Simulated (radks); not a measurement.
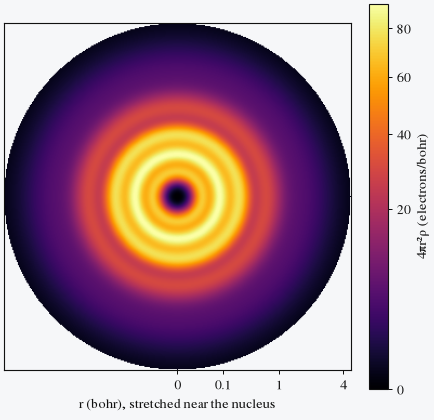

**Figure 1.** The radial density 4πr²ρ as a disc about the nucleus, with the radius drawn as r to the power 0.35. There are 4 maxima, at r = 0.0187, 0.0827, 0.236 and 0.673 bohr, parted by minima at 0.0363, 0.156 and 0.492 bohr, inside which lie 2.0, 11.2 and 29.0 electrons. The configuration has 5 principal shells, so not every shell has a maximum of its own.

**Xe: atomic calculation**

A free Xe atom in the configuration [Kr] 4d10 5s2 5p6. Computed at this level: scalar-relativistic Kohn-Sham, PBE, spin-polarised, spherical densities, point nucleus (the in-house radial solver radks).

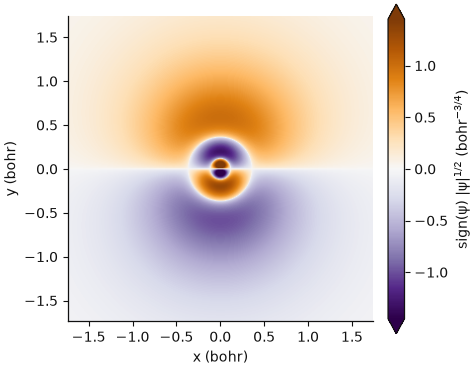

**Figure 2.** One occupied orbital is shown. In the xy plane through the nucleus, the colour gives the signed square root of ψ. The radial function comes from the spherical calculation and is multiplied by a real spherical harmonic; the overall sign is chosen so that the largest lobe of P(r) is positive; at the scalar-relativistic level it is the large component. It is 4p(y). It has the nodal plane xz and 2 radial nodes, at r = 0.118 and 0.364 bohr. The outermost maximum of P² lies at 0.693 bohr, ⟨r⟩ = 0.765 bohr, 90 % of the charge lies within 1.12 bohr, and the eigenvalue is −141.3 eV, with 6 electrons in the shell.

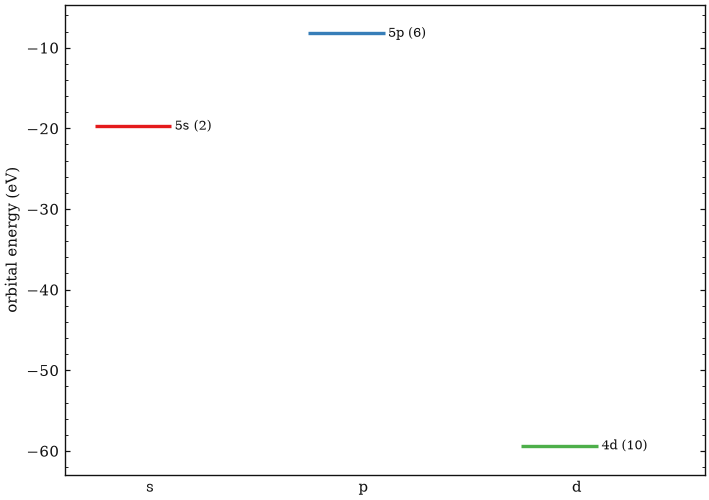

**Figure 3.** The outer levels are drawn by angular momentum (occupations in brackets). The highest occupied level is 5p at −8.23 eV. From the top down the occupied levels run 5p (−8.23 eV), 5s (−19.7 eV), 4d (−59.4 eV).

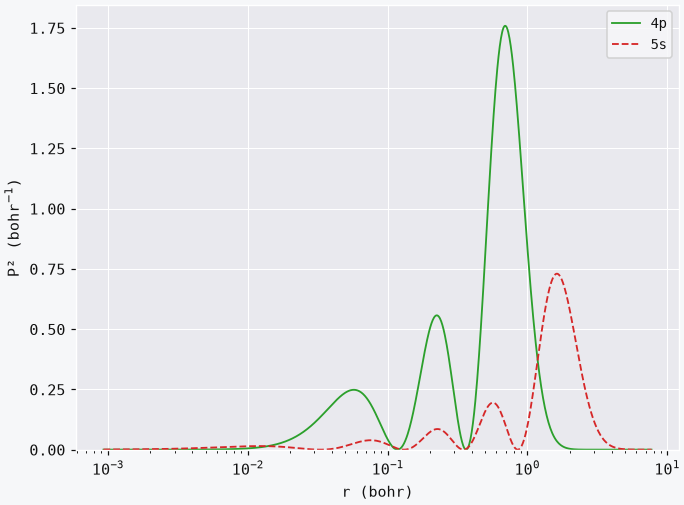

**Figure 4.** The radial probability densities P² of 4p and 5s. 4p: outer maximum at 0.693 bohr, ⟨r⟩ = 0.765 bohr, 2 nodes, eigenvalue −141.3 eV; 5s: outer maximum at 1.63 bohr, ⟨r⟩ = 1.86 bohr, 4 nodes, eigenvalue −19.7 eV.

These pictures come from the run below.

## Input
```
Z 54
configuration [Xe]
relativity scalar-relativistic
functional pbe,pbe
spin polarised
nucleus point
c 137.035999084
```

Energies in input and log are in hartree, lengths in bohr.

## Log
```
1s      1   1.0000       -1263.20035843
2s      1   1.0000        -196.59159099
2p      1   3.0000        -176.39349670
3s      1   1.0000         -40.21094228
3p      1   3.0000         -33.68853198
3d      1   5.0000         -24.01948163
4s      1   1.0000          -7.25643414
4p      1   3.0000          -5.19149550
4d      1   5.0000          -2.18230314
5s      1   1.0000          -0.72550881
5p      1   3.0000          -0.30261263
1s      2   1.0000       -1263.20035843
2s      2   1.0000        -196.59159099
2p      2   3.0000        -176.39349670
3s      2   1.0000         -40.21094228
3p      2   3.0000         -33.68853198
3d      2   5.0000         -24.01948163
4s      2   1.0000          -7.25643414
4p      2   3.0000          -5.19149550
4d      2   5.0000          -2.18230314
5s      2   1.0000          -0.72550881
5p      2   3.0000          -0.30261263
Etot -7447.301266227886
Ekin 7831.855827531921
Encl -18025.450551245543
Eh 2932.8761911650436
Exc -186.58273367930758
err 1.0260809558270664e-08
it 12
```

## Orbitals

```tsv
orbital	occupation	energy (eV)	⟨r⟩ (bohr)	outer maximum (bohr)
1s up	1	−34373.4	0.02666	0.0172
1s down	1	−34373.4	0.02666	0.0172
2s up	1	−5349.5	0.1146	0.0970
2s down	1	−5349.5	0.1146	0.0970
2p up	3	−4799.9	0.1003	0.0778
2p down	3	−4799.9	0.1003	0.0778
3s up	1	−1094.2	0.3064	0.279
3s down	1	−1094.2	0.3064	0.279
3p up	3	−916.712	0.3044	0.273
3p down	3	−916.712	0.3044	0.273
3d up	5	−653.603	0.2809	0.226
3d down	5	−653.603	0.2809	0.226
4s up	1	−197.458	0.7167	0.661
4s down	1	−197.458	0.7167	0.661
4p up	3	−141.268	0.7649	0.693
4p down	3	−141.268	0.7649	0.693
4d up	5	−59.383	0.8768	0.748
4d down	5	−59.383	0.8768	0.748
5s up	1	−19.742	1.862	1.63
5s down	1	−19.742	1.862	1.63
5p up	3	−8.235	2.313	1.91
5p down	3	−8.235	2.313	1.91
```

## Slater integrals of the outer shells (hartree)

| integral | value |
| --- | --- |
| F0(5p,5p) | 0.3910 |
| F2(5p,5p) | 0.2068 |
| F0(5p,5s) | 0.4294 |
| G1(5p,5s) | 0.2783 |
| F0(5p,4d) | 0.4976 |
| F2(5p,4d) | 0.1295 |
| G1(5p,4d) | 0.0380 |
| G3(5p,4d) | 0.0355 |

## Summary

- outcome: converged
- total energy: −7447.3013 hartree
- kinetic energy: 7831.8558 hartree
- electron–nucleus energy: −18025.4506 hartree
- Hartree energy: 2932.8762 hartree
- exchange–correlation energy: −186.582734 hartree
- radius at density 0.001 e/bohr³: 4.41 bohr
- SCF iterations: 12
- hardware: 1 CPU thread, shared host
